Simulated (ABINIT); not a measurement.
## RbTaS3 (Pm-3m): from the cell to the phonon bands

How does RbTaS3 (Pm-3m) vibrate, and is this structure a minimum?

Main program and level: ABINIT 10.8.3; DFT PBEsol, scalar-relativistic, plane waves, PseudoDojo norm-conserving pseudopotentials.

The structure was built from a prototype and need not be the compound's stable phase.

**1. Starting point**

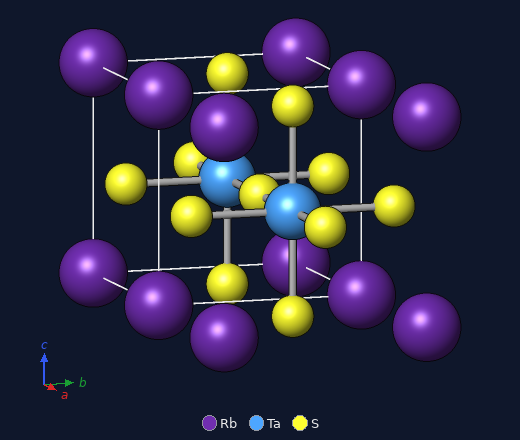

The cell as given, slightly off an axis (rubidium purple, tantalum blue, sulfur yellow). 2×1×1 cells are drawn. Some periodic images of atoms are drawn too.

**2. A first look**

A first run with smearing and empty bands tells whether the crystal has a gap, which decides between fixed occupations and smearing later on.

Contents of probe.abi:

```
# ground state
tolvrs 1.0d-08
prtden 1
prtwf 1

# basis, mesh and filling
ecut 25.0
ngkpt 4 4 4
nshiftk 1
shiftk 0.0 0.0 0.0
istwfk *1
occopt 7
tsmear 0.005
nband 29
nstep 100
diemac 9.0
prtebands 0
prtgsr 0
useylm 1

# cell and atoms
acell 9.185580747 9.185580747 9.185580747
rprim 
    1.0 0.0 0.0
    0.0 1.0 0.0
    0.0 0.0 1.0
ntypat 3
znucl 37 73 16
natom 5
typat 1 2 3 3 3
xred 
    0.0 0.0 0.0
    0.5 0.5 0.5
    0.5 0.5 0.0
    0.5 0.0 0.5
    0.0 0.5 0.5
pp_dirpath "./pseudo"
pseudos "Rb.upf, Ta.upf, S.upf"
```

The run is started by

```sh
> OMP_NUM_THREADS=1 mpirun -n 4 abinit probe.abi > probe.log
```

Numbers of over 12 decimals in the logs are rounded to 6 here.

probe.abo, the main output file:

```text
[banners, grids, parts of the stress and lines that vanish by symmetry left out]
- input  file    -> probe.abi
- output file    -> probe.abo
- root for input  files -> probei
[...]
Symmetries : space group Pm -3 m (#221); Bravais cP (primitive cubic)
[...]
mpw =        4680          nfft =       91125          nkpt =          10
[...]
== DATASET  1 ==================================================================
[...]
cutoff_energies: {ecut:  25.0, pawecutdg:  -1.0, }
[...]
ETOT  1  -125.16396727546    -1.252E+02 4.633E-02 5.474E+02
 ETOT  2  -124.71765371255     4.463E-01 9.509E-02 2.514E+03
 ETOT  3  -125.36748923659    -6.498E-01 1.101E-02 1.032E+00
 ETOT  4  -125.36791599881    -4.268E-04 2.088E-03 2.715E-01
 ETOT  5  -125.36798252780    -6.653E-05 1.918E-03 4.536E-03
 ETOT  6  -125.36798325127    -7.235E-07 1.070E-03 4.742E-05
 ETOT  7  -125.36798325959    -8.329E-09 6.583E-04 4.307E-06
 ETOT  8  -125.36798326019    -5.914E-10 7.817E-04 6.186E-08
 ETOT  9  -125.36798326020    -1.842E-11 3.400E-04 1.366E-09
 At SCF step    9       vres2   =  1.37E-09 < tolvrs=  1.00E-08 =>converged.
[...]
sigma(1 1)=  8.20232525E-05  sigma(3 2)=  0.00000000E+00
  sigma(2 2)=  8.20232525E-05  sigma(3 1)=  0.00000000E+00
  sigma(3 3)=  8.20232525E-05  sigma(2 1)=  0.00000000E+00
[...]
convergence: {deltae: -1.842E-11, res2:  1.366E-09, residm:  3.400E-04, diffor: null, }
etotal    :  -1.25367983E+02
[...]
sigma(1 1)=  8.20232525E-05  sigma(3 2)=  0.00000000E+00
  sigma(2 2)=  8.20232525E-05  sigma(3 1)=  0.00000000E+00
  sigma(3 3)=  8.20232525E-05  sigma(2 1)=  0.00000000E+00
[...]
- sigma(1 1)=  2.41320740E+00  sigma(3 2)=  0.00000000E+00
- sigma(2 2)=  2.41320740E+00  sigma(3 1)=  0.00000000E+00
- sigma(3 3)=  2.41320740E+00  sigma(2 1)=  0.00000000E+00
[...]
fcart     -0.0000000000E+00 -0.0000000000E+00 -0.0000000000E+00
           strten      8.2023252470E-05  8.2023252470E-05  8.2023252470E-05
================================================================================

[key lines of the parts left out:]
pressure_GPa:  -2.4132E+00
```

Elapsed: 18 s, on 4 MPI ranks of Arm Neoverse V2, shared host; 71 s of CPU time.

Read from the output:

```
volume per atom   : 22.97 Å³
pressure          : -2.413 GPa
gap on the k-mesh : 0 eV
```

No gap opens on this mesh, so smearing is kept; the printed pressure holds the stress of the finite basis too.

**3. Rough relaxation**

The typed start is rough, so a first relaxation with smearing and loose thresholds takes it towards rest cheaply.

Contents of prerelax.abi:

```
# relaxation
ionmov 2
optcell 2
dilatmx 1.15
chkdilatmx 0
ntime 40
tolmxf 3.0d-04
tolvrs 1.0d-10
prtwf 0
prtden 0
chksymtnons 0

# basis, mesh and filling
ecut 26.0
ecutsm 3.0
ngkpt 4 4 4
nshiftk 1
shiftk 0.0 0.0 0.0
istwfk *1
occopt 7
tsmear 0.005
nband 29
nstep 100
diemac 1000000.0
prtebands 0
prtgsr 0
useylm 1

# cell and atoms
acell 9.185580747 9.185580747 9.185580747
rprim 
    1.0 0.0 0.0
    0.0 1.0 0.0
    0.0 0.0 1.0
ntypat 3
znucl 37 73 16
natom 5
typat 1 2 3 3 3
xred 
    0.0 0.0 0.0
    0.5 0.5 0.5
    0.5 0.5 0.0
    0.5 0.0 0.5
    0.0 0.5 0.5
pp_dirpath "./pseudo"
pseudos "Rb.upf, Ta.upf, S.upf"
```

The run is started by

```sh
> OMP_NUM_THREADS=1 mpirun -n 4 abinit prerelax.abi > prerelax.log
```

prerelax.abo, the main output file:

```text
[banners, grids, parts of the stress and lines that vanish by symmetry left out]
- input  file    -> prerelax.abi
- output file    -> prerelax.abo
- root for input  files -> prerelaxi
[...]
Symmetries : space group Pm -3 m (#221); Bravais cP (primitive cubic)
[...]
mpw =        7568          nfft =      125000          nkpt =          10
[...]
== DATASET  1 ==================================================================
[...]
cutoff_energies: {ecut:  26.0, pawecutdg:  -1.0, }
[...]
ETOT  1  -125.16360579164    -1.252E+02 6.638E-02 7.482E+02
 ETOT  2  -124.91928640947     2.443E-01 1.021E-02 2.380E+03
 ETOT  3  -125.36755789588    -4.483E-01 3.015E-03 1.808E+00
 ETOT  4  -125.36786257913    -3.047E-04 2.350E-03 2.348E-01
 ETOT  5  -125.36789289163    -3.031E-05 5.956E-04 1.770E-02
[...]
At SCF step   11       vres2   =  5.76E-12 < tolvrs=  1.00E-10 =>converged.
[...]
ETOT 11  -125.36873848204    -2.615E-12 8.108E-06 5.924E-13
 At SCF step   11       vres2   =  5.92E-13 < tolvrs=  1.00E-10 =>converged.
[...]
sigma(1 1)= -2.48437639E-06  sigma(3 2)=  0.00000000E+00
  sigma(2 2)= -2.48437639E-06  sigma(3 1)=  0.00000000E+00
  sigma(3 3)= -2.48437639E-06  sigma(2 1)=  0.00000000E+00
[...]
convergence: {deltae: -2.615E-12, res2:  5.924E-13, residm:  8.108E-06, diffor: null, }
etotal    :  -1.25368738E+02
[...]
At Broyd/MD step   3, gradients are converged :
[...]
sigma(1 1)= -2.48437639E-06  sigma(3 2)=  0.00000000E+00
  sigma(2 2)= -2.48437639E-06  sigma(3 1)=  0.00000000E+00
  sigma(3 3)= -2.48437639E-06  sigma(2 1)=  0.00000000E+00
[...]
- sigma(1 1)= -7.30928769E-02  sigma(3 2)=  0.00000000E+00
- sigma(2 2)= -7.30928769E-02  sigma(3 1)=  0.00000000E+00
- sigma(3 3)= -7.30928769E-02  sigma(2 1)=  0.00000000E+00
[...]
fcart     -0.0000000000E+00 -0.0000000000E+00 -0.0000000000E+00
           strten     -2.4843763882E-06 -2.4843763882E-06 -2.4843763882E-06
================================================================================

[key lines of the parts left out:]
pressure_GPa:   7.3093E-02
Total energy (etotal) [Ha]= -1.25368738482043E+02
```

Wall time 78 s (4 MPI ranks); 5.2 min of CPU time.

Step by step:

```tsv
step	energy less that of the first step (eV)	largest force (eV/Å)	volume (Å³)
1	0.0000	0.0000	114.85
2	-0.0103	0.0000	114.04
3	-0.0230	0.0000	111.65
```

```tsv
conventional cell, symmetrised	before	after	change
a (Å)	4.861	4.815	-0.9 %
b (Å)	4.861	4.815	-0.9 %
c (Å)	4.861	4.815	-0.9 %
volume (Å³/atom)	22.97	22.33	-2.8 %
```

Final coordinates:

```xyz
5
Lattice="4.8153 0.0000 0.0000 0.0000 4.8153 0.0000 0.0000 0.0000 4.8153" Properties=species:S:1:pos:R:3 pbc="T T T"
Rb    0.0000    0.0000    0.0000
Ta    2.4076    2.4076    2.4076
S     2.4076    2.4076    0.0000
S     2.4076    0.0000    2.4076
S     0.0000    2.4076    2.4076
```

Numbers from this step:

* volume per atom: 22.33 Å³
* pressure: 0.07309 GPa

The volume changes by -2.8 % in this run and stands -2.8 % from the first cell.

**4. Relaxing the cell and atoms**

The harmonic expansion needs vanishing forces, and a free crystal bears no stress, so cell and atoms are brought to rest. Stress is more sensitive to the basis than forces are: the last 3 Ha under the cutoff are smoothed with ecutsm, and the cutoff is raised above that of the later runs.

Contents of relax.abi:

```
# relaxation
ionmov 2
optcell 2
dilatmx 1.08
ntime 40
tolmxf 1.0d-05
tolvrs 1.0d-14
prtwf 0
prtden 0
chksymtnons 0

# basis, mesh and filling
ecut 32.0
ecutsm 3.0
ngkpt 6 6 6
nshiftk 1
shiftk 0.0 0.0 0.0
istwfk *1
occopt 7
tsmear 0.01
nband 29
nstep 100
diemac 1000000.0
prtebands 0
prtgsr 0
useylm 1

# cell and atoms
acell 9.099553967 9.099553967 9.099553967
rprim 
    1.0 0.0 0.0
    0.0 1.0 0.0
    0.0 0.0 1.0
ntypat 3
znucl 37 73 16
natom 5
typat 1 2 3 3 3
xred 
    0.0 0.0 0.0
    0.5 0.5 0.5
    0.5 0.5 0.0
    0.5 0.0 0.5
    0.0 0.5 0.5
pp_dirpath "./pseudo"
pseudos "Rb.upf, Ta.upf, S.upf"
```

The run is started by

```sh
> OMP_NUM_THREADS=1 mpirun -n 4 abinit relax.abi > relax.log
```

relax.abo, the main output file:

```text
[banners, grids, parts of the stress and lines that vanish by symmetry left out]
- input  file    -> relax.abi
- output file    -> relax.abo
- root for input  files -> relaxi
[...]
Symmetries : space group Pm -3 m (#221); Bravais cP (primitive cubic)
[...]
mpw =        8260          nfft =      157464          nkpt =          20
[...]
== DATASET  1 ==================================================================
[...]
cutoff_energies: {ecut:  32.0, pawecutdg:  -1.0, }
[...]
ETOT  1  -125.18218212933    -1.252E+02 6.029E-02 8.199E+02
 ETOT  2  -124.91971254265     2.625E-01 2.412E-02 2.979E+03
 ETOT  3  -125.36715621744    -4.474E-01 3.171E-03 1.115E+01
 ETOT  4  -125.36843160780    -1.275E-03 1.769E-03 1.418E+00
 ETOT  5  -125.36862824734    -1.966E-04 1.283E-03 1.866E-02
[...]
At SCF step   13       vres2   =  1.93E-15 < tolvrs=  1.00E-14 =>converged.
[...]
sigma(1 1)= -1.74128624E-05  sigma(3 2)=  0.00000000E+00
  sigma(2 2)= -1.74128624E-05  sigma(3 1)=  0.00000000E+00
  sigma(3 3)= -1.74128624E-05  sigma(2 1)=  0.00000000E+00
[...]
convergence: {deltae:  2.700E-12, res2:  1.930E-15, residm:  1.229E-04, diffor: null, }
etotal    :  -1.25368629E+02
[...]
ETOT  1  -125.36838693883    -1.254E+02 1.115E-04 2.369E+00
[...]
At SCF step   11       vres2   =  3.84E-15 < tolvrs=  1.00E-14 =>converged.
[...]
sigma(1 1)= -1.25632273E-05  sigma(3 2)=  0.00000000E+00
  sigma(2 2)= -1.25632273E-05  sigma(3 1)=  0.00000000E+00
  sigma(3 3)= -1.25632273E-05  sigma(2 1)=  0.00000000E+00
[...]
convergence: {deltae: -6.679E-13, res2:  3.839E-15, residm:  1.652E-04, diffor: null, }
etotal    :  -1.25368647E+02
[...]
ETOT  1  -125.36690779719    -1.254E+02 1.581E-04 1.600E+01
[...]
ETOT 11  -125.36866656833    -4.349E-12 1.647E-05 4.795E-14
 ETOT 12  -125.36866656833     3.340E-12 1.244E-05 4.077E-16
 At SCF step   12       vres2   =  4.08E-16 < tolvrs=  1.00E-14 =>converged.
[...]
sigma(1 1)= -9.49226099E-08  sigma(3 2)=  0.00000000E+00
  sigma(2 2)= -9.49226099E-08  sigma(3 1)=  0.00000000E+00
  sigma(3 3)= -9.49226098E-08  sigma(2 1)=  0.00000000E+00
[...]
convergence: {deltae:  3.340E-12, res2:  4.077E-16, residm:  1.244E-05, diffor: null, }
etotal    :  -1.25368667E+02
[...]
At Broyd/MD step   3, gradients are converged :
[...]
sigma(1 1)= -9.49226099E-08  sigma(3 2)=  0.00000000E+00
  sigma(2 2)= -9.49226099E-08  sigma(3 1)=  0.00000000E+00
  sigma(3 3)= -9.49226098E-08  sigma(2 1)=  0.00000000E+00
[...]
- sigma(1 1)= -2.79271960E-03  sigma(3 2)=  0.00000000E+00
- sigma(2 2)= -2.79271960E-03  sigma(3 1)=  0.00000000E+00
- sigma(3 3)= -2.79271960E-03  sigma(2 1)=  0.00000000E+00
[...]
fcart     -0.0000000000E+00 -0.0000000000E+00 -0.0000000000E+00
           strten     -9.4922609850E-08 -9.4922609855E-08 -9.4922609830E-08
================================================================================

[key lines of the parts left out:]
pressure_GPa:   2.7927E-03
Total energy (etotal) [Ha]= -1.25368666568330E+02
```

It took 3 min on 4 MPI ranks.

The steps of the relaxation:

```tsv
step	energy less that of the first step (eV)	largest force (eV/Å)	volume (Å³)
1	0.0000	0.0000	111.65
2	-0.0005	0.0000	111.83
3	-0.0010	0.0000	112.28
```

```tsv
conventional cell, symmetrised	before	after	change
a (Å)	4.815	4.824	+0.2 %
b (Å)	4.815	4.824	+0.2 %
c (Å)	4.815	4.824	+0.2 %
volume (Å³/atom)	22.33	22.46	+0.6 %
```

The relaxed structure:

```xyz
5
Lattice="4.8243 0.0000 0.0000 0.0000 4.8243 0.0000 0.0000 0.0000 4.8243" Properties=species:S:1:pos:R:3 pbc="T T T"
Rb    0.0000    0.0000    0.0000
Ta    2.4122    2.4122    2.4122
S     2.4122    2.4122    0.0000
S     2.4122    0.0000    2.4122
S     0.0000    2.4122    2.4122
```

Read from the output:

```
volume per atom : 22.46 Å³
pressure        : 0.002793 GPa
```

The volume changes by +0.6 % in this run and stands -2.2 % from the first cell.

**5. Ground state**

First-order wavefunctions inherit every error of the ground state, hence the very tight tolvrs. Smearing stays on, as the first look found no gap above 0.3 eV.

Contents of gs.abi:

```
# ground state
tolvrs 1.0d-16
prtden 1
prtwf 1

# basis, mesh and filling
ecut 25.0
ngkpt 6 6 6
nshiftk 1
shiftk 0.0 0.0 0.0
istwfk *1
occopt 7
tsmear 0.01
nband 29
nstep 100
diemac 1000000.0
prtebands 0
prtgsr 0
useylm 1

# cell and atoms
acell 9.116691184 9.116691184 9.116691184
rprim 
    1.0 0.0 0.0
    0.0 1.0 0.0
    0.0 0.0 1.0
ntypat 3
znucl 37 73 16
natom 5
typat 1 2 3 3 3
xred 
    0.0 0.0 0.0
    0.5 0.5 0.5
    0.5 0.5 0.0
    0.5 0.0 0.5
    0.0 0.5 0.5
pp_dirpath "./pseudo"
pseudos "Rb.upf, Ta.upf, S.upf"
```

The run is started by

```sh
> OMP_NUM_THREADS=1 mpirun -n 4 abinit gs.abi > gs.log
```

gs.abo, the main output file:

```text
[banners, grids, parts of the stress and lines that vanish by symmetry left out]
- input  file    -> gs.abi
- output file    -> gs.abo
- root for input  files -> gsi
[...]
Symmetries : space group Pm -3 m (#221); Bravais cP (primitive cubic)
[...]
mpw =        4632          nfft =       91125          nkpt =          20
[...]
== DATASET  1 ==================================================================
[...]
cutoff_energies: {ecut:  25.0, pawecutdg:  -1.0, }
[...]
ETOT  1  -125.17835615991    -1.252E+02 7.213E-02 4.864E+02
 ETOT  2  -124.90323384698     2.751E-01 1.652E-02 1.783E+03
 ETOT  3  -125.36681498700    -4.636E-01 6.098E-03 6.903E+00
 ETOT  4  -125.36827072593    -1.456E-03 5.861E-03 7.183E-01
 ETOT  5  -125.36844378739    -1.731E-04 1.319E-03 9.637E-03
[...]
ETOT 13  -125.36844491778    -1.705E-13 2.066E-04 5.558E-16
 ETOT 14  -125.36844491779    -3.737E-12 1.621E-04 1.581E-17
 At SCF step   14       vres2   =  1.58E-17 < tolvrs=  1.00E-16 =>converged.
[...]
sigma(1 1)=  3.36174781E-06  sigma(3 2)=  0.00000000E+00
  sigma(2 2)=  3.36174781E-06  sigma(3 1)=  0.00000000E+00
  sigma(3 3)=  3.36174781E-06  sigma(2 1)=  0.00000000E+00
[...]
convergence: {deltae: -3.737E-12, res2:  1.581E-17, residm:  1.621E-04, diffor: null, }
etotal    :  -1.25368445E+02
[...]
sigma(1 1)=  3.36174781E-06  sigma(3 2)=  0.00000000E+00
  sigma(2 2)=  3.36174781E-06  sigma(3 1)=  0.00000000E+00
  sigma(3 3)=  3.36174781E-06  sigma(2 1)=  0.00000000E+00
[...]
- sigma(1 1)=  9.89060352E-02  sigma(3 2)=  0.00000000E+00
- sigma(2 2)=  9.89060352E-02  sigma(3 1)=  0.00000000E+00
- sigma(3 3)=  9.89060352E-02  sigma(2 1)=  0.00000000E+00
[...]
fcart     -0.0000000000E+00 -0.0000000000E+00 -0.0000000000E+00
           strten      3.3617478067E-06  3.3617478067E-06  3.3617478067E-06
================================================================================

[key lines of the parts left out:]
pressure_GPa:  -9.8906E-02
```

Wall time 43 s (4 MPI ranks).

Read from the output:

```
pressure : -0.09891 GPa
```

The cell stands at -0.099 GPa, close enough for phonons.

(Part 1 of 6 ends here.)

[Host names and launcher messages were left out of these logs when they were recorded.]

[Logs are printed without paths, hosts, clocks, repeated set-up lines and the standing remarks that a program may print on its own settings, such as how far it seeks lower states.]

[Hosts, paths, dates, database ids (printed as entryN), source tags and the programs' standing remarks are cut or masked in the printed files.]
